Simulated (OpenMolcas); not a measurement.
## How methods differ on Si2NH5F (SMILES N[Si](F)[SiH3])

Si2NH5F: 9 atoms, total charge 0, spin state doublet. As SMILES, `N[Si](F)[SiH3]`. Geometry: relaxed at PBE0-D4/def2-TZVP. This is one conformer, not always the lowest.

| atom | x (Å) | y (Å) | z (Å) |
| --- | --- | --- | --- |
| N | -0.9770 | 1.3729 | -0.6836 |
| Si | -0.8479 | -0.3224 | -0.5781 |
| F | -0.4955 | -1.0107 | -1.9972 |
| Si | 0.8239 | -0.8830 | 0.9691 |
| H | -1.7423 | 1.8337 | -1.1474 |
| H | -0.1982 | 1.9932 | -0.5288 |
| H | 1.1320 | -2.3318 | 0.8565 |
| H | 2.0785 | -0.1035 | 0.7569 |
| H | 0.3150 | -0.5948 | 2.3356 |

Quantity: the dipole moment, in D. The values are calculated.

| level | kind | program | value (D) | CPU time |
| --- | --- | --- | --- | --- |
| UHF/def2-SVP | Hartree–Fock | OpenMolcas | 2.17 | 16 s |
| UBLYP/def2-SVP | GGA | OpenMolcas | 2.09 | 72 s |
| UPBE/def2-SVP | GGA | OpenMolcas | 2.13 | 71 s |
| U-r2SCAN/def2-SVP | meta-GGA | OpenMolcas | 2.14 | 76 s |
| UM06-L/def2-SVP | meta-GGA | OpenMolcas | 2.13 | 71 s |
| UTPSS/def2-SVP | meta-GGA | OpenMolcas | 2.11 | 79 s |
| UB3LYP/def2-SVP | global hybrid | OpenMolcas | 2.11 | 67 s |
| UPBE0/def2-SVP | global hybrid | OpenMolcas | 2.14 | 63 s |

The values span 2.09 to 2.17 D. Magnitudes only. CPU times are rough (shared hosts, several kinds of processor): they show what a rung costs within a factor of a few.

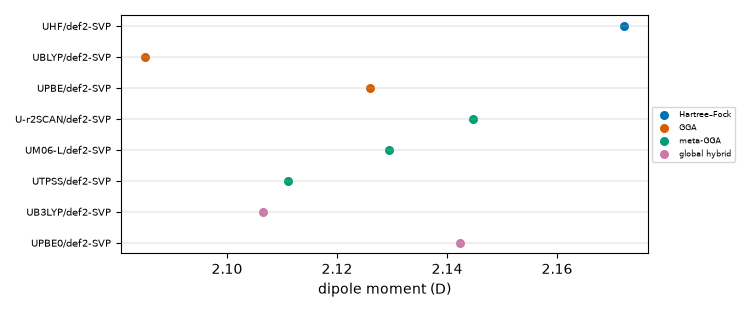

The values of the table, level by level.
